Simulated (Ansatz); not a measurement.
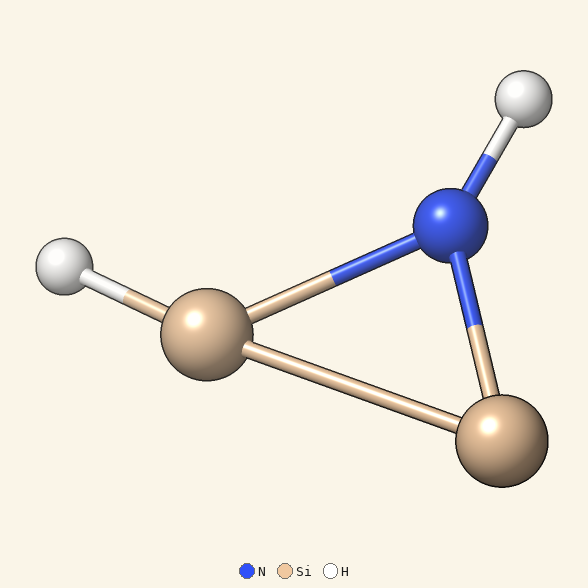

The picture shows the input geometry.

Input file:

```yaml
crystal:
  periodic: [false, false, false]
  atoms:
    - {symbol: N, position_ang: [-0.503306, -0.628302, -0.060610]}
    - {symbol: Si, position_ang: [0.089769, -0.918020, 1.692277]}
    - {symbol: Si, position_ang: [0.752727, 0.825349, 0.058781]}
    - {symbol: H, position_ang: [-1.226479, -1.062478, -0.799774]}
    - {symbol: H, position_ang: [0.887290, 1.783451, -0.890674]}
basis:
  gaussian: {orbitals: def2-SVP}
magnetization: {spin_polarized: true, initial_magnetization: 1}
hamiltonian: {xc: pbe, dispersion: d4}
relax: {f_tol: 0.03, max_steps: 250}
```

Command:

```sh
ansatz run in.yaml --threads 2 --pin off --events-out ev --progress --plain --max-ram 4352MiB
```

What the program printed (its end):

```
mean field -17260.01760730 eV, -634.2939478082 hartree, gradient 2.0e-5 eV, S^2 0.754149; 2 other end points of the search recorded, 0 dependent functions left out
the calculation of the forces begins
reference -17260.01763819 eV, -634.2939489433 hartree; 19, 18 occupied and 41, 42 virtual orbitals, 680 factors
Total energy: -17260.14788999 eV, -634.2987356086 hartree
Atom 0 at    -0.388456    -0.617585    -0.082983 Å, force    -0.000128    -0.000959    -0.000135 eV/Å
Atom 1 at    -0.094934    -0.702369     1.624792 Å, force    -0.000294    -0.000407     0.000108 eV/Å
Atom 2 at     1.064353     0.468608    -0.116748 Å, force     0.000296     0.002338    -0.000375 eV/Å
Atom 3 at    -1.126387    -0.939850    -0.720331 Å, force    -0.000955    -0.000532     0.000261 eV/Å
Atom 4 at     0.545425     1.791196    -0.704730 Å, force     0.001081    -0.000440     0.000141 eV/Å
Dipole moment:    -0.290102    -0.142794    -0.119491 e Å
```
